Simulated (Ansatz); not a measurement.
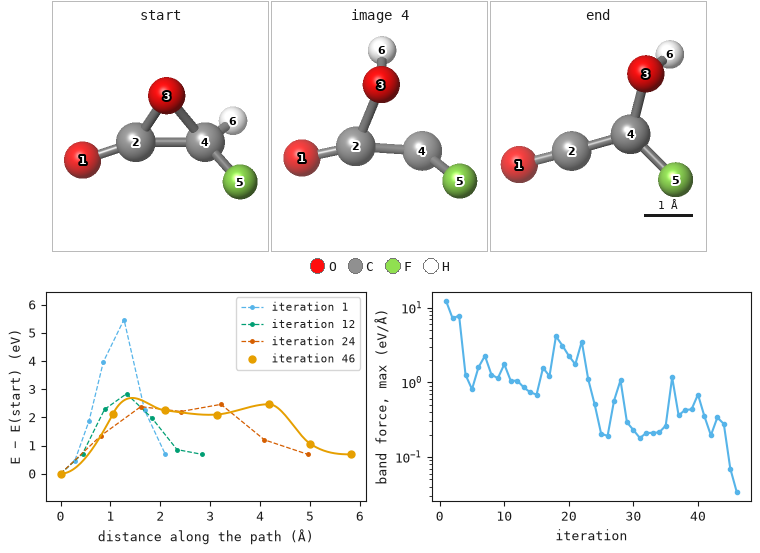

A nudged-elastic-band calculation for C$_{2}$HFO$_{2}$. Images are numbered from 0 (start) to 6 (end). The plot follows the band through its iterations. A ball-and-stick model, seen from a free direction.

Theory: RKS PBE-D4/def2-SVP (Ansatz 0.2.0).

Input file:
```yaml
crystal:
  periodic: [false, false, false]
  atoms:
    - { symbol: O, position_ang: [-0.643735, -1.94553, 0.070987] }
    - { symbol: C, position_ang: [-0.120287, -0.872689, 0.028813] }
    - { symbol: O, position_ang: [1.112417, -0.347502, -0.199526] }
    - { symbol: C, position_ang: [-0.017338, 0.583408, 0.064268] }
    - { symbol: F, position_ang: [-0.39014, 1.323874, -0.990033] }
    - { symbol: H, position_ang: [0.101283, 1.194339, 0.979392] }
basis:
  gaussian: { orbitals: def2-SVP }
hamiltonian:
  xc: pbe
  dispersion: d4
neb:
  order_check: false
  images: 5
  f_tol: 0.05
  max_iterations: 60
  final_atoms:
    - { symbol: O, position_ang: [-0.85388752, -2.14708049, -0.04951467] }
    - { symbol: C, position_ang: [-0.45727212, -1.03841064, -0.16389948] }
    - { symbol: O, position_ang: [1.09947856, 0.635125, 0.40658241] }
    - { symbol: C, position_ang: [-0.00767194, 0.21660379, -0.25146] }
    - { symbol: F, position_ang: [-0.56450198, 1.07172692, -1.14926676] }
    - { symbol: H, position_ang: [0.826055, 1.19793543, 1.16145949] }
  initial_path:
    images:
      - { positions_ang: [[-0.643735, -1.94553, 0.070987], [-0.120287, -0.872689, 0.028813], [1.112417, -0.347502, -0.199526], [-0.017338, 0.583408, 0.064268], [-0.39014, 1.323874, -0.990033], [0.101283, 1.194339, 0.979392]] }
      - { positions_ang: [[-0.6230377, -1.9306259, 0.04338891], [-0.1211959, -0.84416249, 0.0239809], [1.05789509, -0.26814269, -0.06821973], [-0.10599337, 0.5962816, 0.05160756], [-0.42283796, 1.30435634, -1.06321719], [0.25736984, 1.07819314, 0.96636056]] }
      - { positions_ang: [[-0.6023404, -1.9157218, 0.01579081], [-0.12210479, -0.81563598, 0.01914879], [1.00337318, -0.18878339, 0.06308654], [-0.19464874, 0.6091552, 0.03894711], [-0.45553592, 1.28483869, -1.13640138], [0.41345667, 0.96204728, 0.95332912]] }
      - { positions_ang: [[-0.5816431, -1.9008177, -0.01180728], [-0.12301369, -0.78710947, 0.01431669], [0.94885127, -0.10942408, 0.19439281], [-0.28330411, 0.6220288, 0.02628667], [-0.48823389, 1.26532103, -1.20958557], [0.56954351, 0.84590141, 0.94029768]] }
      - { positions_ang: [[-0.67239124, -1.9829053, -0.02437641], [-0.23443316, -0.87087653, -0.0450887], [0.99906037, 0.13875894, 0.26512267], [-0.19142672, 0.48688713, -0.06629555], [-0.51365658, 1.20078966, -1.1894793], [0.65504734, 0.96324609, 1.01401828]] }
      - { positions_ang: [[-0.76313938, -2.0649929, -0.03694554], [-0.34585264, -0.95464358, -0.10449409], [1.04926946, 0.38694197, 0.33585254], [-0.09954933, 0.35174546, -0.15887777], [-0.53907928, 1.13625829, -1.16937303], [0.74055117, 1.08059076, 1.08773889]] }
      - { positions_ang: [[-0.85388752, -2.14708049, -0.04951467], [-0.45727212, -1.03841064, -0.16389948], [1.09947856, 0.635125, 0.40658241], [-0.00767194, 0.21660379, -0.25146], [-0.56450198, 1.07172692, -1.14926676], [0.826055, 1.19793543, 1.16145949]] }
```

Command:
```bash
ansatz run input.yaml --threads 1 --pin off --max-ram 2048MiB --backend cpu --events-out ev --progress --plain --runs-dir out
```

Q: Judge this run.

A: The run is converged, with reservations. The band converged in 46 iterations. The largest component of the band force went from 12 to 0.034 eV/Å. The climbing image converged on the top of the path. Its vibrational analysis gives one imaginary mode (277i cm⁻¹), as a transition state must have. The first iteration put the highest image at 5.47 eV. The energy climbs by 2.47 eV to image 4 and then falls by 1.78 eV, so the end point sits at +0.69 eV. The profile has 2 maxima (images 2, 4) with a dip at image 3 (+2.10 eV), so the process runs in steps.

Cost: 4.9 min on 1 thread of Arm Neoverse V2, with other jobs on the host, peak memory 0.25 GiB.
